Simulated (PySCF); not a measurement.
# singlet [AlCl2]+: levels of theory compared

We compute a comparison of 6 runs (B2PLYP/STO-3G, M06-2X/STO-3G, CCSDT/STO-3G, CCSDTQ/STO-3G, NEVPT2(2,2)/STO-3G, FCI/STO-3G) of singlet [AlCl2]+. 

Program for the calculation: PySCF 2.14.0.

7 further runs of the same task are left out: 7 set aside as unsound or not needed.

**1. The system as given**

[AlCl2]+: 3 atoms, total charge +1, spin state singlet. As SMILES of the parent species, `[Cl][Al][Cl]`. The coordinates come from a PBE0-D4/def2-TZVP relaxation. That shape belongs to the parent species and isn't relaxed for this state.

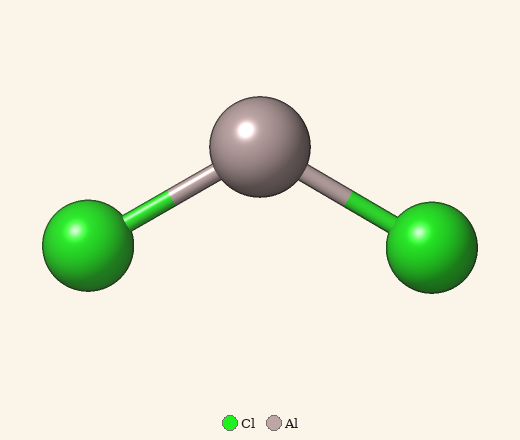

The structure, seen from a chosen angle (chlorine green, aluminium light grey).

**2. The energy at B2PLYP/STO-3G (run 1)**

Contents of input.py:

```python
from pyscf import gto, dft, mp

mol = gto.M(
    atom='''
Cl     2.597995     1.640849     1.584913
Al    -0.816551     0.983980    -0.334859
Cl    -1.802043    -2.747284    -1.274998
''',
    basis='sto-3g',
    unit='bohr',
    max_memory=1860,
    charge=1,
    verbose=3,
)

mf = dft.RKS(mol)
mf.xc = '0.53*HF + 0.47*B88, 0.73*LYP'
mf.grids.level = 5
mf.conv_tol = 1e-10
mf.kernel()
if not mf.converged:
    mf = mf.newton().run(mf.mo_coeff, mf.mo_occ)

pt = mp.MP2(mf, frozen=15).run()
energy = mf.e_tot + 0.27 * pt.e_corr
print('PT2 part  %.8f' % (0.27 * pt.e_corr))
print('Final energy', energy)
```

The run is started by

```bash
OMP_NUM_THREADS=1 python input.py
```

Output:

```text
converged SCF energy = -1149.28197412151
E(RMP2) = -1149.34782849813  E_corr = -0.0658543766203984
E(SCS-RMP2) = -1149.3497318227  E_corr = -0.0677577011874744
PT2 part  -0.01778068
Final energy -1149.2997548031994
```

It took 2.5 s on 1 thread of Arm Neoverse V2, shared host; peak memory 0.22 GiB.

**3. A single-point energy at M06-2X/STO-3G (run 2)**

Contents of calc.py:

```python
from pyscf import gto, dft

system = gto.M(
    atom=[
    ('Cl', (1.374800, 0.868300, 0.838700)),
    ('Al', (-0.432100, 0.520700, -0.177200)),
    ('Cl', (-0.953600, -1.453800, -0.674700)),
],
    charge=1,
    basis='sto-3g',
    max_memory=1860,
    verbose=3,
)

calc0 = dft.RKS(system)
calc0.xc = 'm06-2x'
calc0.conv_tol = 1e-10
calc0.grids.level = 5
calc0.kernel()
if not calc0.converged:
    calc0 = calc0.newton().run(calc0.mo_coeff, calc0.mo_occ)

energy = calc0.e_tot
print('E(%s) = %.9f' % ('M06-2X', energy))
```

The run is started by

```bash
OMP_NUM_THREADS=1 python calc.py
```

Output:

```text
converged SCF energy = -1149.78847165593
E(M06-2X) = -1149.788471656
```

Run time: 3.6 s. Hardware: 1 thread of Arm Neoverse V2, shared host; peak memory 0.23 GiB.

Run 3 isn't shown in full; the table further down has it.

**4. The energy at CCSDTQ/STO-3G (run 4)**

Contents of input.py:

```python
from pyscf import gto, scf, cc

molecule = gto.Mole()
molecule.atom = '''
Cl   1.374800   0.868300   0.838700
Al  -0.432100   0.520700  -0.177200
Cl  -0.953600  -1.453800  -0.674700
'''
molecule.spin = 0
molecule.basis = 'sto-3g'
molecule.verbose = 3
molecule.max_memory = 1860
molecule.charge = 1
molecule.build()

mf = scf.RHF(molecule)
mf.conv_tol = 1e-10
mf.kernel()
if not mf.converged:
    mf = mf.newton().run(mf.mo_coeff, mf.mo_occ)

mycc = cc.CCSDTQ(mf, frozen=15)
mycc.kernel()
energy = mycc.e_tot
print('Final energy', energy)
```

The run is started by

```bash
OMP_NUM_THREADS=1 python input.py
```

Output:

```text
converged SCF energy = -1148.06711848547
_make_eris_incore_RCCSDTQ
RCCSDTQ converged
E(RCCSDTQ) = -1148.124261351966   E_corr = -0.05714286649819096
E_corr(same-spin) = -0.00976248039885264
E_corr(oppo-spin) = -0.0473803860993383
Final energy -1148.124261351966
```

It took 9.9 s on 1 thread of Arm Neoverse V2, shared host; peak memory 0.12 GiB.

Run 5 isn't shown in full; the table further down has it.

**5. The energy at FCI/STO-3G (run 6)**

Contents of calc.py:

```python
from pyscf import gto, scf, mcscf
from pyscf import fci

mol = gto.M(
    atom='''
Cl   1.374800   0.868300   0.838700
Al  -0.432100   0.520700  -0.177200
Cl  -0.953600  -1.453800  -0.674700
''',
    spin=0,
    verbose=3,
    basis='sto-3g',
    max_memory=1860,
    charge=1,
)

mf = scf.RHF(mol)
mf.conv_tol = 1e-10
mf.kernel()
if not mf.converged:
    mf = mf.newton().run(mf.mo_coeff, mf.mo_occ)

cas = mcscf.CASCI(mf, mf.mo_coeff.shape[-1] - 15, (mol.nelec[0] - 15, mol.nelec[1] - 15))  # full CI above the frozen core
cas.fcisolver = fci.direct_spin0.FCI(mol)  # even spin states alone
cas.kernel()
print('<S^2> = %.4f' % cas.fcisolver.spin_square(cas.ci, cas.ncas, cas.nelecas)[0])
e_final = cas.e_tot
print('E(%s) = %.9f' % ('FCI', e_final))
```

The run is started by

```bash
OMP_NUM_THREADS=1 python calc.py
```

Output:

```text
converged SCF energy = -1148.06711848547
CASCI E = -1148.12420981505  E(CI) = -48.4886164293709  S^2 = 0.0000000
<S^2> = 0.0000
E(FCI) = -1148.124209815
```

Run time: 3.6 s. Hardware: 1 thread of Arm Neoverse V2, shared host; peak memory 0.17 GiB.

**6. The series**

```csv
run,level,frozen core orbitals,integration grid,energy (Eh),HOMO energy (eV),LUMO energy (eV),HOMO–LUMO gap (eV),wall time
1,B2PLYP/STO-3G,15,5,-1149.299755,-14.98,-8.34,6.64,2.5 s
2,M06-2X/STO-3G,–,5,-1149.788472,-15.08,-8.82,6.26,3.6 s
3,CCSDT/STO-3G,15,–,-1148.124316,-17.07,-6.06,11.01,0.92 s
4,CCSDTQ/STO-3G,15,–,-1148.124261,-17.07,-6.06,11.01,9.9 s
5,"NEVPT2(2,2)/STO-3G",–,–,-1148.120429,-17.07,-6.06,11.01,0.78 s
6,FCI/STO-3G,15,–,-1148.124210,-17.07,-6.06,11.01,3.6 s
```

**7. Outcome**

```
                                           quantity           value
                                run 6: total energy  -1148.12421 Eh
         run 6: HOMO energy (Hartree–Fock orbitals)       -17.07 eV
         run 6: LUMO energy (Hartree–Fock orbitals)        -6.06 eV
       run 6: HOMO–LUMO gap (Hartree–Fock orbitals)        11.01 eV
run 6: correlation energy (15 core orbitals frozen)       -57.1 mEh
```

**Reading.** Against full CI in this basis: CCSDT -0.1 mEh; CCSDTQ -0.1 mEh. Totals of different functionals can't be ranked against each other. In runs 1, 2, 3, 4, 5, 6 the basis is minimal, so the values are rough. All runs together took 21 s, the longest 9.9 s.
